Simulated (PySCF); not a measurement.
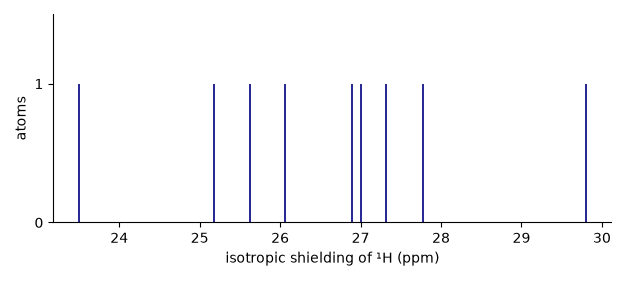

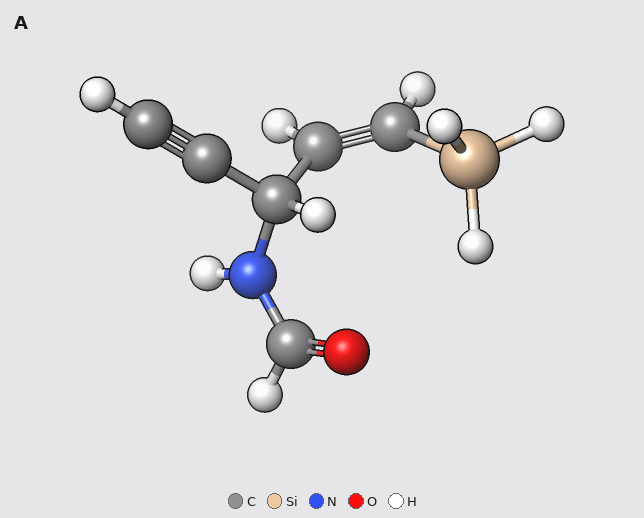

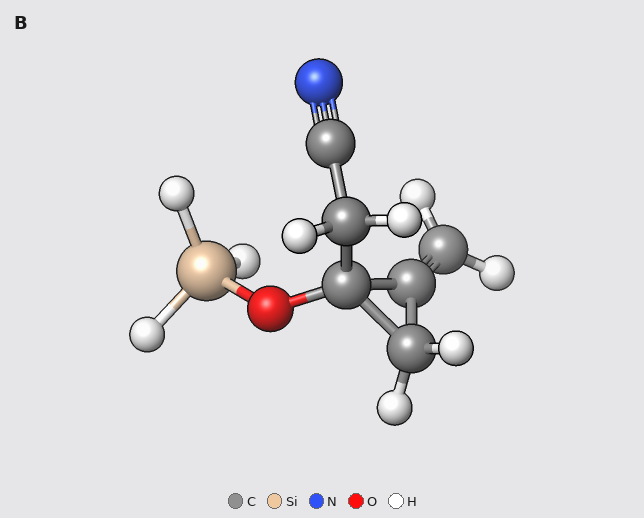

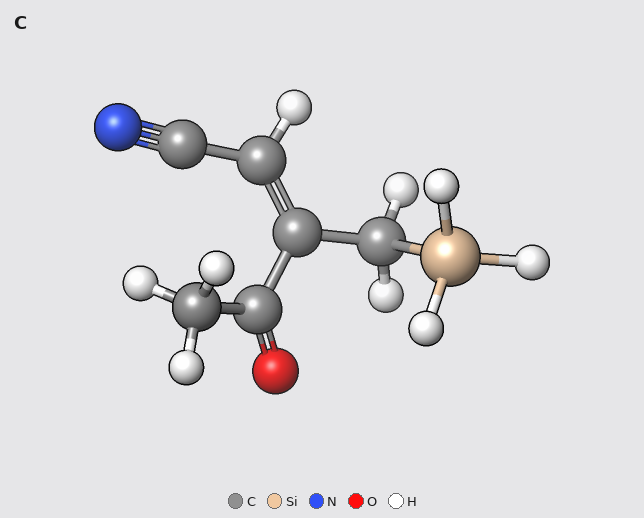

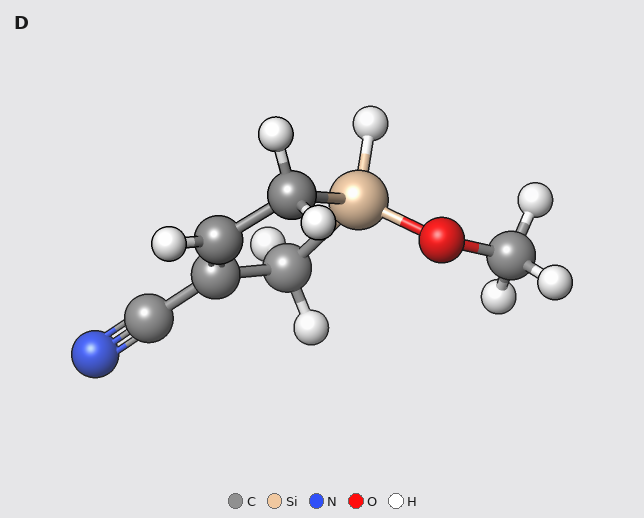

The sticks are computed shieldings of one of the molecules, for one fixed geometry (GFN2-xTB) without averaging over rotations. Low shielding means a high chemical shift. Method: GIAO PBE0/pcSseg-1 NMR shielding, non-relativistic, gas phase (PySCF 2.14.0).

### Match the spectrum to a structure.

A, `C#C[C@H](/C=C\[SiH3])NC=O`. Its 9 H atoms give lines at 23.49, 25.18, 25.63, 26.07, 26.89, 27.01, 27.32, 27.78, 29.80 ppm.

The geometry is semi-empirical. Around Si such bond lengths and angles can be off by a tenth of an ångström or more and by several degrees, and values that hang on the shape move with them.
